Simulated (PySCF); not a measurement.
SMILES C#CC[SiH3] (C₃H₆Si), singlet at its PBE/def2-SVP optimised geometry (Å):

```
10

C      1.9113    -0.9399    -0.0001
C      0.6883    -0.9896     0.0000
C     -0.7652    -0.9896     0.0000
Si    -1.4877     0.7860     0.0000
H      2.9914    -0.9093    -0.0002
H     -1.1635    -1.5242    -0.8907
H     -1.1634    -1.5239     0.8909
H     -2.9914     0.7038    -0.0071
H     -1.0248     1.5242    -1.2238
H     -1.0364     1.5193     1.2310
```

Calculation: PBE/def2-TZVP (PySCF).

Map of the Laplacian of the electron density (e/bohr⁵), clipped to [-1.50, 1.50] on the plane z = 0.8 Å:

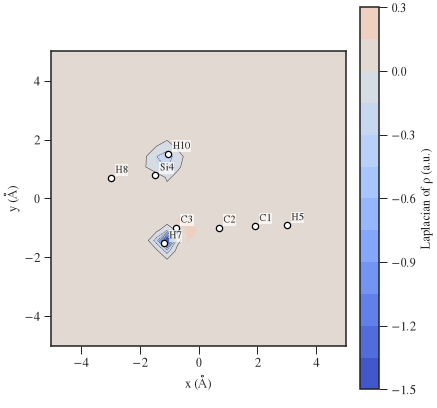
Figure. Laplacian of the electron density (e/bohr⁵), clipped to [-1.50, 1.50] on the plane z = 0.8 Å.
